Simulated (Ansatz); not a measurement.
**ClF2HSi···HF: density, localisation and related maps**

```yaml
atoms:
  - { symbol: Si, position_ang: [-0.8063, 0.1016, -0.4058] }
  - { symbol: F, position_ang: [1.7754, -0.9193, 1.2399] }
  - { symbol: F, position_ang: [-0.2055, -0.9308, -1.4298] }
  - { symbol: F, position_ang: [-2.1104, 0.7130, -1.0465] }
  - { symbol: H, position_ang: [-1.1214, -0.5335, 0.8716] }
  - { symbol: H, position_ang: [1.9405, -0.0572, 0.9489] }
  - { symbol: Cl, position_ang: [0.5278, 1.6263, -0.1784] }
```

The product side of a reaction path; geometry: PBE0-D4/def2-TZVP.

Computed with Ansatz 0.2.0, RKS PBE0-D4/def2-TZVPP.

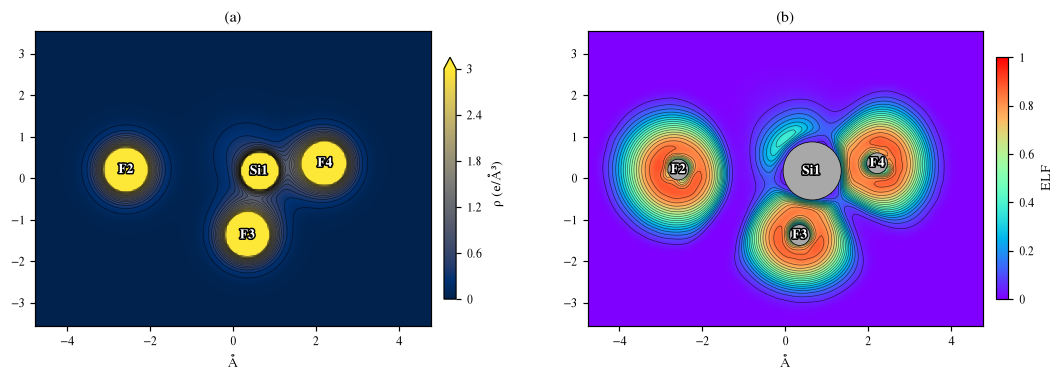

Figure 1. (a) electron density; (b) electron localisation function on the plane of atoms F3, Si1 and F4. Grey discs cover the atomic cores in the ELF map.

**What do the fields say about this system?**

The plane passes through Si and F nuclei.
Si–F (1.57 Å): ρ at the midpoint is about 1.2 e/Å³; the ELF peaks at about 0.85 in the valence shell of F, 0.6 Å from its nucleus, and is about 0.50 at the midpoint.
The ELF also peaks beside F3, F2 and F4, away from the bonds: lone-pair regions.

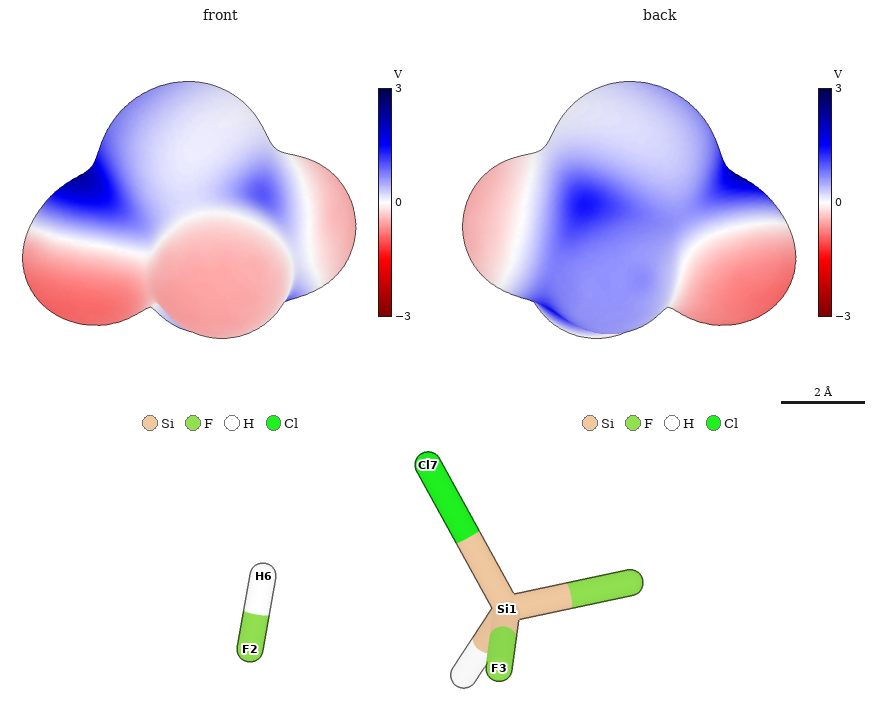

Figure 2. The electrostatic potential painted on the density surface at 0.001 e/bohr³, seen from the front and from behind; red is negative and blue positive. The bare structure is drawn below in the same view.

**Describe the electrostatic potential map.**

The most negative region (about −0.9 V) lies over F2, the most positive (about +2.1 V) over H6.

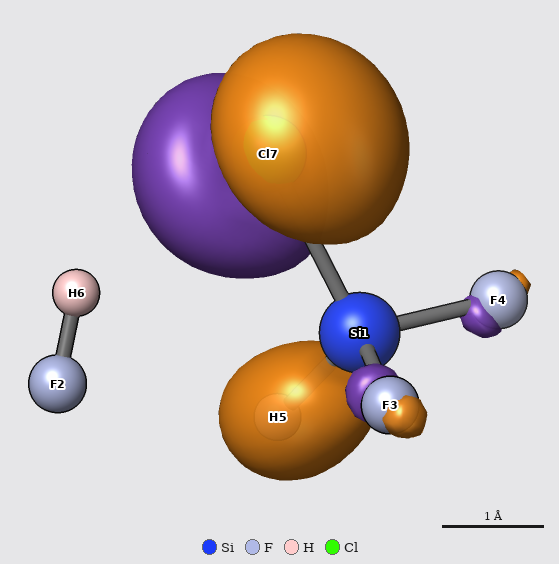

Figure 3. The HOMO at ±0.15 Å⁻³ᐟ² (orange and purple are the two phases), seen at an oblique angle.

**Describe this orbital and give its energy.**

It lies mainly on Cl7 (about 75 %), Si1 (about 10 %) and H5 (about 10 %); largely a lone pair of Cl7. Its energy is −10.31 eV.
